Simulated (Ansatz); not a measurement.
# TaSnO3 (Pm-3m): a soft mode frozen in

Which phase does TaSnO3 (Pm-3m) fall into along its unstable mode, and how much energy does it gain?

Method: DFT PBEsol, scalar-relativistic, plane waves, PAW; PAW set soft_1, in Ansatz 0.2.0.

### Step 1. Starting point

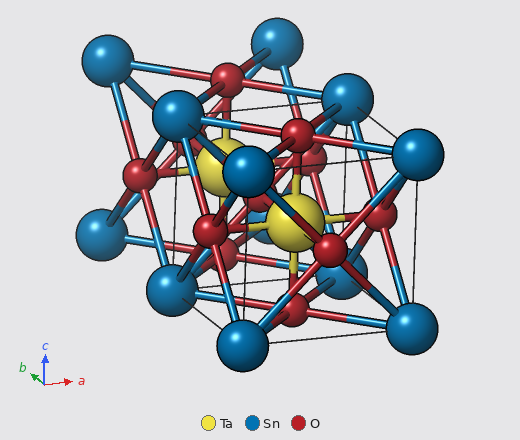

The cell as given, slightly off an axis (tantalum yellow, tin blue, oxygen red). 1×2×1 cells are drawn. Some periodic images of atoms are drawn too.

### Step 2. Phonons on a q mesh

The cell comes from relaxations at this level that are not shown. Stability and thermal properties need the whole zone. Linear response on a 4×4×4 q mesh gives force constants as far as a supercell of that size would.

Input file input.yaml:

```yaml
crystal:
  lattice:
    - [4.0241795564, 0.0, 0.0]
    - [0.0, 4.0241795564, 0.0]
    - [0.0, 0.0, 4.0241795564]
  atoms:
    - { symbol: Ta, position: [0.5, 0.5, 0.5] }
    - { symbol: Sn, position: [0.0, 0.0, 0.0] }
    - { symbol: O, position: [0.0, 0.5, 0.5] }
    - { symbol: O, position: [0.5, 0.0, 0.5] }
    - { symbol: O, position: [0.5, 0.5, 0.0] }
kpoints:
  mp_grid: { grid: [12, 12, 12] }
hamiltonian:
  xc: pbesol
  pseudopotentials: { kind: paw, azcp: { folder: soft_1 }, xc_functional: pbe }
scf:
  occupations: { method: methfessel_paxton, width: 0.2 }
output:
  eigenvalues: true
phonons:
  method: dfpt
  qmesh: [4, 4, 4]
  temperatures: { t_max: 1000, t_step: 50 }
  qpath:
    path:
      - [[0.0, 0.0, 0.0], [0.0, 0.5, 0.0], [0.5, 0.5, 0.0], [0.0, 0.0, 0.0], [0.5, 0.5, 0.5], [0.0, 0.5, 0.0]]
      - [[0.5, 0.5, 0.5], [0.5, 0.5, 0.0]]
    npoints: 10
```

The run is started by

```console
$ ansatz run input.yaml --threads 4 --pin off --max-ram 10240MiB --backend cpu --events-out ev --progress --plain --runs-dir out
```

Numbers of over 12 decimals in the logs are rounded to 6 here.

What it wrote:

```text
Engine: ansatz 0.2.0, aarch64-unknown-linux-gnu
Pseudopotentials: kind: paw
Pseudopotential: Ta, paw, valence charge 13, recommended cutoff 420 eV (normal), soft_1/Ta.paw.azcp
Pseudopotential: Sn, paw, valence charge 14, recommended cutoff 420 eV (normal), soft_1/Sn.paw.azcp
Pseudopotential: O, paw, valence charge 6, recommended cutoff 420 eV (normal), soft_1/O.paw.azcp
Functional definition: PBEsol
  exchange = pbesol_x
  correlation = pbesol_c
Crystal: 5 atoms, lattice volume = 65.168 Å³
Basis set: ecut = 420 eV, 1309 PW (Γ), exchange–correlation on 54×54×54 points (8 copies of the dense FFT grid, shifted against one another)
Bands: 28, of which v1, the nominal top of the filled ones, is band 23 counted from 1 (22 counted from 0)
Symmetry: 48 space group operations
k-points: 84 of 1728
Non-local potential: Ta, projectors of the file, l = 0: 3, l = 1: 2, l = 2: 2, l = 3: 1
Non-local potential: Sn, projectors of the file, l = 0: 2, l = 1: 2, l = 2: 2, l = 3: 1
Non-local potential: O, projectors of the file, l = 0: 2, l = 1: 2, l = 2: 1
PAW form: soft (Blöchl's): semilocal exchange-correlation on the pseudo side does not see the compensation charge
PAW frozen core: Ta, regenerated for the run's functional, and the local potential with it (the file was generated under x = pbe(κ = 0.804, μ = 0.219515), c = pbe(β = 0.066725))
PAW frozen core: Sn, regenerated for the run's functional, and the local potential with it (the file was generated under x = pbe(κ = 0.804, μ = 0.219515), c = pbe(β = 0.066725))
PAW frozen core: O, regenerated for the run's functional, and the local potential with it (the file was generated under x = pbe(κ = 0.804, μ = 0.219515), c = pbe(β = 0.066725))
PAW one-centre angular grid: Ta, 590 points (default); XC on 64 Gauss nodes
PAW one-centre angular grid: Sn, 590 points (default); XC on 64 Gauss nodes
PAW one-centre angular grid: O, 110 points (default); XC on 64 Gauss nodes
Initial density: superposition of atomic densities (chi_scale 0.1, normalization cell, long waves kept (reshape's long-wave potential 0.00 eV rms))
Initial wavefunctions: pseudopotential atomic-orbital guess
Functional: x = pbesol(κ = 0.804, μ = 0.123457), c = pbesol(β = 0.046)
SCF iter   1: F=—  HF=-17442.426475 eV  |F-HF|=—  |Δ(HF+E_count)|=         —  Δρ=4.77e-2  dr2=1.34e0  ethr=3.10e-3  ⟨swp⟩=5.3  Hψ=9627  notcnv=0
preconditioner: auto → Kerker (q_TF=auto, 2.565 Å⁻¹)  [metal: Δε(μ)=0.046 eV  Ē_g=14.801 eV  σ=0.200 eV  W_gap=0.19  n_scr=18 (ndim 8)  ℏωp=28.0 eV  f_vac=0.000  D(μ)=1.50/eV (n_scr^D=6)]
SCF iter   2: F=—  HF=-17442.280482 eV  |F-HF|=—  |Δ(HF+E_count)|=   1.46e-1  S|Δr|=    0.00e0  Δρ=2.56e-2  dr2=3.87e-1  ethr=2.98e-3  ⟨swp⟩=2.0  Hψ=3401  notcnv=0  defer=37
SCF iter   3: F=—  HF=-17442.239907 eV  |F-HF|=—  |Δ(HF+E_count)|=   4.06e-2  S|Δr|=    0.00e0  Δρ=1.31e-2  dr2=6.41e-2  ethr=8.59e-4  ⟨swp⟩=2.1  Hψ=3448  notcnv=0  defer=37
SCF iter   4: F=—  HF=-17442.228941 eV  |F-HF|=—  |Δ(HF+E_count)|=   1.10e-2  S|Δr|=    0.00e0  Δρ=2.69e-3  dr2=3.95e-3  ethr=1.42e-4  ⟨swp⟩=2.5  Hψ=4023  notcnv=0  defer=32
SCF iter   5: F=—  HF=-17442.229644 eV  |F-HF|=—  |Δ(HF+E_count)|=   7.03e-4  S|Δr|=    0.00e0  Δρ=6.87e-4  dr2=3.78e-4  ethr=8.78e-6  ⟨swp⟩=2.6  Hψ=3680  notcnv=0  defer=32
SCF iter   6: F=—  HF=-17442.229734 eV  |F-HF|=—  |Δ(HF+E_count)|=   8.93e-5  S|Δr|=    0.00e0  Δρ=2.12e-4  dr2=3.42e-5  ethr=8.40e-7  ⟨swp⟩=2.5  Hψ=3470  notcnv=0  defer=32
SCF iter   7: F=—  HF=-17442.229739 eV  |F-HF|=—  |Δ(HF+E_count)|=   5.12e-6  S|Δr|=    0.00e0  Δρ=6.09e-5  dr2=2.03e-6  ethr=7.59e-8  ⟨swp⟩=2.0  Hψ=3739  notcnv=0  defer=32
SCF iter   8: F=—  HF=-17442.229737 eV  |F-HF|=—  |Δ(HF+E_count)|=   2.26e-6  S|Δr|=    0.00e0  Δρ=1.50e-5  dr2=9.35e-8  ethr=4.51e-9  ⟨swp⟩=2.0  Hψ=3464  notcnv=0  defer=32
SCF iter   9: F=—  HF=-17442.229737 eV  |F-HF|=—  |Δ(HF+E_count)|=   3.11e-8  S|Δr|=    0.00e0  Δρ=2.83e-6  dr2=3.37e-9  ethr=2.08e-10  ⟨swp⟩=2.0  Hψ=3878  notcnv=0  defer=32
SCF iter  10: F=—  HF=-17442.229737 eV  |F-HF|=—  |Δ(HF+E_count)|=  9.09e-10  S|Δr|=    0.00e0  Δρ=3.04e-7  dr2=3.76e-11  ethr=7.50e-12  ⟨swp⟩=2.0  Hψ=3460  notcnv=0  defer=32
SCF iter  11: F=-17442.229737 eV  HF=-17442.229737 eV  |F-HF|=3.64e-12  |Δ(HF+E_count)|=  1.09e-11  S|Δr|=    0.00e0  Δρ=3.73e-8  dr2=7.15e-13  ethr=1.00e-12  ⟨swp⟩=7.6  Hψ=10189  notcnv=0
SCF 1 converged in 11 iterations: F = -17442.229737 eV  dr2 = 7.15e-13
  greatest PAW one-centre occupation: 0.999 electrons in one spin orbital (limit 2), on the Ta atom at site 0 (counted from 0), in its partial waves of l = 0
phonons: the bands overlap, so this run is a metal and interpolates without the dipole-dipole term. If the crystal is really an insulator or semiconductor, its LO-TO splitting is missing
NSCF: frozen V_eff on 84 k-points
NSCF: frozen V_eff on 343 k-points
DFPT response loops at q = (0, 0, 0) (fractional): preconditioner auto → Kerker (q_TF=auto, 2.565 Å⁻¹) (partly filled bands, converged f_vac=0.000); β = 1.00, the filter's whole step (`scf.mixing.beta` (0.50) is not read by the response loops under this deck's `scf.mixing.preconditioner`; to damp them name `kerker` or `kerker_dos`, under which they read `scf.mixing.beta`, and type it under 1.00, their step now; both keys bind the ground state too); Broyden in place of MSR1
NSCF: frozen V_eff on 1176 k-points
DFPT response loops at q = (0, 0, 0.25) (fractional): mixed as the last ones told, above
NSCF: frozen V_eff on 686 k-points
DFPT response loops at q = (0, 0, -0.5) (fractional): mixed as the last ones told, above
NSCF: frozen V_eff on 2016 k-points
DFPT response loops at q = (0, 0.25, 0.25) (fractional): mixed as the last ones told, above
NSCF: frozen V_eff on 1176 k-points
DFPT response loops at q = (0, 0.25, -0.5) (fractional): mixed as the last ones told, above
NSCF: frozen V_eff on 686 k-points
DFPT response loops at q = (0, -0.5, -0.5) (fractional): mixed as the last ones told, above
NSCF: frozen V_eff on 3456 k-points
DFPT response loops at q = (0.25, 0.25, 0.25) (fractional): mixed as the last ones told, above
NSCF: frozen V_eff on 2016 k-points
DFPT response loops at q = (0.25, 0.25, -0.5) (fractional): mixed as the last ones told, above
NSCF: frozen V_eff on 1176 k-points
DFPT response loops at q = (0.25, -0.5, -0.5) (fractional): mixed as the last ones told, above
NSCF: frozen V_eff on 686 k-points
DFPT response loops at q = (-0.5, -0.5, -0.5) (fractional): mixed as the last ones told, above
SCF converged after 11 iterations
Stability not checked: this state was not tested for a lower state beside it, because cold or Methfessel-Paxton smearing, or corrected tetrahedra, fill the levels in a way that the test cannot read (fill_not_monotonic; see scf.lower_state_search)
Free energy (F): -17442.229737 eV
Harris-Foulkes:  -17442.229737 eV  (|F-HF|=3.64e-12)
Internal energy: -17442.220704 eV  (E = F + TS)
E sigma→0 (E₀):  -17442.227479 eV
Entropy (-TS):   -0.009033 eV (-1.807 meV/atom)
Fermi energy:    13.743095 eV
--- Per-component energies (eV) ---
  E_band       = -215.213755
  E_kinetic    = 1059.618080
  E_local      = -2457.797111  (includes V_loc(G=0)·N_el)
  E_nonlocal   = 297.576063
  E_hartree    = 1011.825394
  E_xc         = -654.992172
  E_vxc        = -584.961946  (∫ρ·V_xc dr)
  E_paw        = -12944.979212  (= ΣΔE_a)
  E_vpaw       = -553.302308  (= ΣTr[D̂ρ^β])
  E_aug_tail   = 0.002663  (compensation charges beyond the density's cutoff)
  E_ewald      = -3754.078825
  E_core_change = 0.604416  (= ΣΔE_core)
  E_smearing   = -0.009033  (= −TS)
  E_closure    = -0.000000  (closes the sum)
  Σ components = -17442.229737   (vs F -17442.229737, Δ=0.00e0)
--- Band table (eV; the first three rows and the last of 84) ---
  k-point 0: bands = [... 19 lower, 9.3743, 9.3743, 9.3743, 12.9903, 12.9903, 12.9903, 17.1719, 17.1719, ... 1 higher]
  k-point 1: bands = [... 19 lower, 9.2000, 9.3470, 9.3470, 12.9959, 13.1845, 13.1845, 16.7157, 17.1210, ... 1 higher]
  k-point 2: bands = [... 19 lower, 9.0622, 9.3225, 9.3225, 13.0112, 13.6790, 13.6790, 15.8511, 16.9895, ... 1 higher]
  k-point 83: bands = [... 19 lower, 10.0415, 10.0415, 10.0415, 16.1275, 16.1275, 16.1275, 17.2395, 17.2395, ... 1 higher]
--- Phonons (Γ-DFPT): 4 representative perturbations + reference (Σ response iterations 12) ---
  ASR residual: 7.660e-4 → 0.000e0 eV/Å²; symmetrization residual: 5.323e-6 eV/Å²
  ASR residual per site (eV/Å²): 7.66e-4 2.52e-6 4.81e-4 4.81e-4 4.81e-4
  Γ frequencies (cm⁻¹): -33.44 -33.44 -33.44 0.00 0.00 0.00 259.79 259.79 259.79 269.31 269.31 269.31 557.76 557.76 557.76
--- Phonons (arbitrary-q DFPT): 10 irreducible q on the 4×4×4 mesh ---
  q = [0.0000, 0.0000, 0.0000] (star 1, of the zone-centre solve; hermiticity 5.95e-7, symmetrization 2.62e-12): -33.44 -33.44 -33.44 -0.00 -0.00 0.00 259.79 259.79 259.79 269.31 269.31 269.31 557.76 557.76 557.76
  q = [0.0000, 0.0000, 0.2500] (star 6, 9 solved perturbations in 4536 linear systems a pass and spin channel, the states on 588 of 1728 k-point pairs; hermiticity 4.10e-7, symmetrization 1.65e-13): -40.46 -40.46 -15.26 -15.26 28.67 128.07 210.02 210.02 245.99 245.99 246.82 259.59 525.56 525.56 594.04
  q = [0.0000, 0.0000, -0.5000] (star 3, 9 solved perturbations in 2646 linear systems a pass and spin channel, the states on 343 of 1728 k-point pairs; hermiticity 3.04e-7, symmetrization 4.42e-10): -25.19 -25.19 62.31 62.31 90.03 173.70 198.45 198.45 249.67 258.22 258.22 318.83 518.33 518.33 657.65
  q = [0.0000, 0.2500, 0.2500] (star 12, 9 solved perturbations in 7686 linear systems a pass and spin channel, the states on 1008 of 1728 k-point pairs; hermiticity 3.21e-7, symmetrization 4.88e-14): -55.97 -18.93 -13.80 46.97 116.56 140.74 192.77 198.14 203.22 244.62 258.28 280.19 506.59 588.13 599.81
  q = [0.0000, 0.2500, -0.5000] (star 12, 15 solved perturbations on 588 of 1728 k-point pairs; hermiticity 2.40e-7, symmetrization 4.72e-10): -26.20 -14.83 59.71 66.17 101.13 145.85 180.30 188.34 206.97 253.89 262.58 323.37 497.20 589.15 683.07
  q = [0.0000, -0.5000, -0.5000] (star 3, 9 solved perturbations in 2646 linear systems a pass and spin channel, the states on 343 of 1728 k-point pairs; hermiticity 3.81e-7, symmetrization 4.94e-10): -8.57 24.80 24.80 41.77 88.84 194.18 194.18 199.80 199.80 290.02 290.02 325.43 486.46 644.83 723.14
  q = [0.2500, 0.2500, 0.2500] (star 8, 4 solved perturbations in 4536 linear systems a pass and spin channel, the states on 1728 of 1728 k-point pairs; hermiticity 2.12e-7, symmetrization 1.41e-12): 9.36 9.36 36.89 116.19 116.19 147.21 183.16 198.75 198.75 268.09 268.09 298.78 594.93 594.93 611.56
  q = [0.2500, 0.2500, -0.5000] (star 12, 9 solved perturbations in 7686 linear systems a pass and spin channel, the states on 1008 of 1728 k-point pairs; hermiticity 2.42e-7, symmetrization 5.07e-10): -14.65 17.02 25.67 85.45 109.84 130.45 152.13 186.62 199.08 260.63 274.45 312.48 597.65 604.16 704.40
  q = [0.2500, -0.5000, -0.5000] (star 6, 9 solved perturbations in 4536 linear systems a pass and spin channel, the states on 588 of 1728 k-point pairs; hermiticity 4.20e-7, symmetrization 5.28e-10): -13.72 -13.34 23.33 23.33 109.42 109.42 150.61 194.52 194.52 283.92 283.92 296.28 613.03 658.81 748.36
  q = [-0.5000, -0.5000, -0.5000] (star 1, 4 solved perturbations in 931 linear systems a pass and spin channel, the states on 343 of 1728 k-point pairs; hermiticity 3.69e-7, symmetrization 5.05e-10): 24.78 24.78 24.78 36.35 36.35 36.35 187.55 187.55 187.55 271.13 271.13 271.13 672.12 672.12 787.09
  sum rule: each row above includes the acoustic sum rule's correction from the zone centre's row sums; it moved no ω² by more than (2.86 cm⁻¹)²
  mesh force constants: q→R imaginary residual 1.45e-18; ASR residual 7.660e-4 → 0.000e0 eV/Å²; symmetrization residual 2.132e-14 eV/Å²
  interpolated dispersion: 62 rows × 15 modes
  density of states and harmonic sums: on the 16×16×16 q-mesh, interpolated from the force constants of a 4×4×4 supercell (no non-analytic term)
  largest difference from the sums on the solved wave vectors: F 9.77e-2 eV, S 1.29e-4 and C_V 3.11e-5 eV/K
  zero-point energy: 0.220243 eV/cell   skipped modes (ω ≤ 0): 270, of them read as no rigid motion or as one in doubt: 267 (1.561e0 modes/cell left out, lowest -55.98 cm⁻¹)   left out of the sums: 1.04e-1 of the cell's modes: C_V's classical limit lies that fraction below 3 k_B per atom; for a crystal, a wire or a layer, F and S can be off by more, and a phonons.interpolated_qmesh denser along its periods is the remedy for the sampling
```

Elapsed: 47 min, on 4 threads of Arm Neoverse V1, shared host; peak memory 6.1 GiB.

The column dr2 measures how far the density is from self-consistency, as an energy; F and HF (Harris–Foulkes) agree once it is small.

Numbers from this step:

| Property | Result |
| --- | --- |
| volume per atom | 13.03 Å³ |
| gap on the k-mesh | 0 eV |
| sum-rule residual before enforcement | 7.66e-4 eV/Å² |
| lowest frequency on the path | -57.08 cm⁻¹ |
| point group | m-3m |
| highest frequency on the path or at a solved wavevector | 787.1 cm⁻¹ |
| highest optical mode at the zone centre (no LO-TO term) | 557.8 cm⁻¹ |
| lowest optical zone-centre mode | -33.44 cm⁻¹ |
| lowest mode on the q mesh (acoustic modes at Γ apart) | -55.97 cm⁻¹ |

Frequencies (cm⁻¹) solved at each irreducible wavevector; negative means imaginary. Frequencies by wavevector, by row:

```tsv
q in reciprocal lattice units	star	mode 1	mode 2	mode 3	mode 4	mode 13	mode 14	mode 15
0 0 0	1	-33.4	-33.4	-33.4	0	557.8	557.8	557.8
0 0 0.25	6	-40.5	-40.5	-15.3	-15.3	525.6	525.6	594
0 0 -0.5	3	-25.2	-25.2	62.3	62.3	518.3	518.3	657.6
0 0.25 0.25	12	-56	-18.9	-13.8	47	506.6	588.1	599.8
0 0.25 -0.5	12	-26.2	-14.8	59.7	66.2	497.2	589.1	683.1
0 -0.5 -0.5	3	-8.6	24.8	24.8	41.8	486.5	644.8	723.1
0.25 0.25 0.25	8	9.4	9.4	36.9	116.2	594.9	594.9	611.6
0.25 0.25 -0.5	12	-14.7	17	25.7	85.5	597.6	604.2	704.4
0.25 -0.5 -0.5	6	-13.7	-13.3	23.3	23.3	613	658.8	748.4
-0.5 -0.5 -0.5	1	24.8	24.8	24.8	36.4	672.1	672.1	787.1
```

Interpolated from a 4×4×4 q mesh. Phonon branches along the path, in cm⁻¹:

```tsv
point	branch 1	branch 2	branch 3	branch 4	branch 12	branch 13	branch 14	branch 15
Γ	-33	-33	-33	0	269	558	558	558
X	-25	-25	62	62	319	518	518	658
M	-9	25	25	42	325	486	645	723
Γ	-33	-33	-33	0	269	558	558	558
R	25	25	25	36	271	672	672	787
X	-25	-25	62	62	319	518	518	658
jump to R	25	25	25	36	271	672	672	787
M	-9	25	25	42	325	486	645	723
```

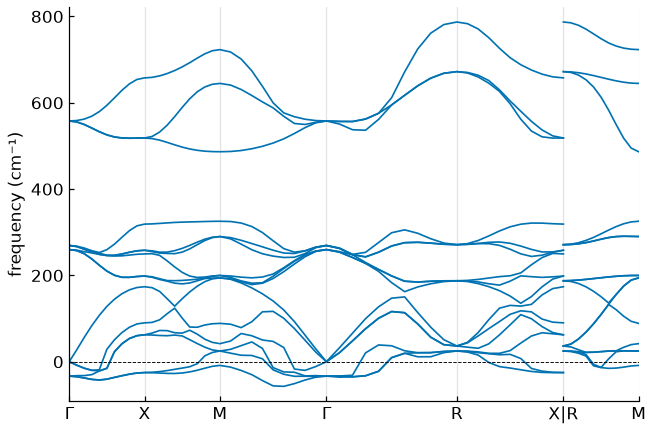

Phonon branches along the path.

Symmetry leaves 10 wavevectors to solve. The lowest mode among them, the acoustic zeros apart, lies at q = (0, 0.25, 0.25) and is imaginary, 56.0i cm⁻¹, so the energy falls along it.

### Step 3. The mode frozen in, largest atomic shift 0 Å

The mode followed lies at q = (0, 0, -0.5) with frequency 25.2i cm⁻¹ and is 2-fold degenerate, one of the unstable modes though not the softest. At small amplitude the distorted cell has space group no. 51 by a symmetry search on the positions. The undistorted cell that holds it gives the zero of energy on the same k mesh.

System of this step: TaSnO3. Symmetry: Pm-3m, No. 221, cubic system. Conventional cell: a = 4.024 Å, b = 4.024 Å, c = 4.024 Å, α = 90.00°, β = 90.00°, γ = 90.00°. Nearest to Ta lie 6 O at 2.01 Å. Sn has 12 O at 2.85 Å nearest. O has 2 Ta at 2.01 Å nearest. Nearest to O lie 2 Ta at 2.01 Å. Farther neighbours and most contacts between anions are not listed.

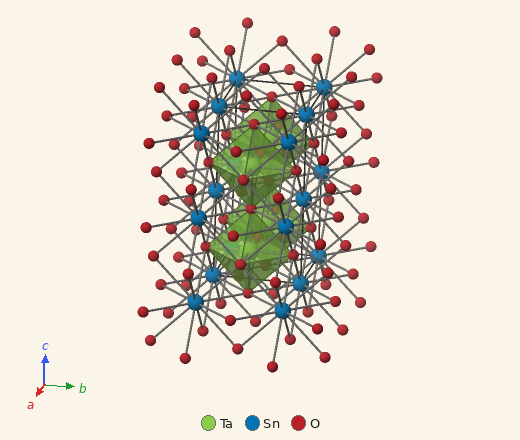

The cell of this step (tantalum green, tin blue, oxygen red). 2×1×1 cells are drawn. Some periodic images of atoms are drawn too.

Input file input.yaml:

```yaml
crystal:
  lattice:
    - [4.0241795564, 0.0, 0.0]
    - [0.0, 4.0241795564, 0.0]
    - [0.0, 0.0, 8.0483591128]
  atoms:
    - { symbol: Ta, position: [0.5, 0.5, 0.25] }
    - { symbol: Ta, position: [0.5, 0.5, 0.75] }
    - { symbol: Sn, position: [0.0, 0.0, 0.0] }
    - { symbol: Sn, position: [0.0, 0.0, 0.5] }
    - { symbol: O, position: [0.0, 0.5, 0.25] }
    - { symbol: O, position: [0.0, 0.5, 0.75] }
    - { symbol: O, position: [0.5, 0.0, 0.25] }
    - { symbol: O, position: [0.5, 0.0, 0.75] }
    - { symbol: O, position: [0.5, 0.5, 0.0] }
    - { symbol: O, position: [0.5, 0.5, 0.5] }
kpoints:
  mp_grid: { grid: [10, 10, 6] }
hamiltonian:
  xc: pbesol
  pseudopotentials: { kind: paw, azcp: { folder: soft_1 }, xc_functional: pbe }
scf:
  occupations: { method: methfessel_paxton, width: 0.2 }
output:
  forces: true
  stress: true
  eigenvalues: true
```

What it wrote:

```text
[...]
Crystal: 10 atoms, lattice volume = 130.335 Å³
Basis set: ecut = 420 eV, 2547 PW (Γ), exchange–correlation on 54×54×108 points (8 copies of the dense FFT grid, shifted against one another)
Bands: 55, of which v1, the nominal top of the filled ones, is band 45 counted from 1 (44 counted from 0)
Symmetry: 32 space group operations
[...]
k-points: 84 of 600
[...]
k-point 0: bands = [... 41 lower, 9.3625, 9.3705, 10.9276, 12.9178, 12.9708, 12.9743, 12.9743, 13.0556, ... 6 higher]
  k-point 1: bands = [... 41 lower, 9.3481, 9.3481, 10.6232, 12.9764, 13.0498, 13.1691, 13.1691, 13.2712, ... 6 higher]
  k-point 2: bands = [... 41 lower, 9.3314, 9.3314, 10.0216, 12.9917, 13.0340, 13.6646, 13.6646, 14.0258, ... 6 higher]
  k-point 83: bands = [... 41 lower, 9.4109, 10.0326, 10.0326, 15.1298, 15.1298, 15.1298, 15.1298, 15.6894, ... 6 higher]
[key lines of the parts left out:]
SCF converged after 8 iterations
Free energy (F): -34884.469590 eV
Fermi energy:    13.745773 eV
P = ⅓ Tr σ = -0.0325 GPa (-0.325 kbar)
```

It took 10 s on 4 threads; peak memory 0.77 GiB; 40 s of CPU time.

This step gave:

* pressure: -0.03245 GPa
* energy from the undistorted cell: 0 meV/atom

The run ends at a pressure of -0.03 GPa.

### Step 4. The mode frozen in, largest atomic shift 0.22 Å

The atoms are moved along the unstable eigenvector, the largest shift by 0.22 Å, with the cell fixed.

input.yaml, the sections that differ from step 3:

```yaml
crystal:
  lattice:
    - [4.0241795564, 0.0, 0.0]
    - [0.0, 4.0241795564, 0.0]
    - [0.0, 0.0, 8.0483591128]
  atoms:
    - { symbol: Ta, position: [0.5, 0.5, 0.25] }
    - { symbol: Ta, position: [0.5, 0.5, 0.75] }
    - { symbol: Sn, position: [0.0546695288, 0.0, 0.0] }
    - { symbol: Sn, position: [-0.0546695288, 0.0, 0.5] }
    - { symbol: O, position: [0.0, 0.5, 0.25] }
    - { symbol: O, position: [0.0, 0.5, 0.75] }
    - { symbol: O, position: [0.5, 0.0, 0.25] }
    - { symbol: O, position: [0.5, 0.0, 0.75] }
    - { symbol: O, position: [0.4854182458, 0.5, 0.0] }
    - { symbol: O, position: [0.5145817542, 0.5, 0.5] }
# kpoints, hamiltonian, scf, output: as in step 3
```

What it wrote:

```text
[...]
Crystal: 10 atoms, lattice volume = 130.335 Å³
Basis set: ecut = 420 eV, 2547 PW (Γ), exchange–correlation on 54×54×108 points (8 copies of the dense FFT grid, shifted against one another)
Bands: 55, of which v1, the nominal top of the filled ones, is band 45 counted from 1 (44 counted from 0)
Symmetry: 8 space group operations
[...]
k-points: 144 of 600
[...]
k-point 0: bands = [... 41 lower, 9.3861, 9.4161, 10.9692, 12.7996, 12.8724, 12.9663, 13.1471, 13.2043, ... 6 higher]
  k-point 1: bands = [... 41 lower, 9.3623, 9.3833, 10.6679, 12.9733, 12.9818, 13.0598, 13.2224, 13.4883, ... 6 higher]
  k-point 2: bands = [... 41 lower, 9.3400, 9.3609, 10.0696, 12.9920, 13.0310, 13.6063, 13.6446, 14.1858, ... 6 higher]
  k-point 143: bands = [... 41 lower, 9.4041, 10.0369, 10.0369, 15.0950, 15.0950, 15.2255, 15.2255, 15.8388, ... 6 higher]
[key lines of the parts left out:]
SCF converged after 8 iterations
Free energy (F): -34884.472887 eV
Fermi energy:    13.772141 eV
P = ⅓ Tr σ = 0.6850 GPa (6.850 kbar)
```

Run time: 19 s. Hardware: 4 threads; peak memory 0.98 GiB.

This step gave:

| Property | Result |
| --- | --- |
| pressure | 0.6850 GPa |
| energy from the undistorted cell | -0.26 meV/atom |

The energy, extrapolated to zero smearing, is -0.26 meV/atom against the undistorted cell.

The run ends at a pressure of 0.69 GPa, with forces up to 0.026 eV/Å.

(Continued in part 2 of 3.)

[Logs are printed without paths, hosts, clocks, repeated set-up lines and the standing remarks that a program may print on its own settings, such as how far it seeks lower states.]

[Hosts, paths, dates, database ids (printed as entryN), source tags and the programs' standing remarks are cut or masked in the printed files.]
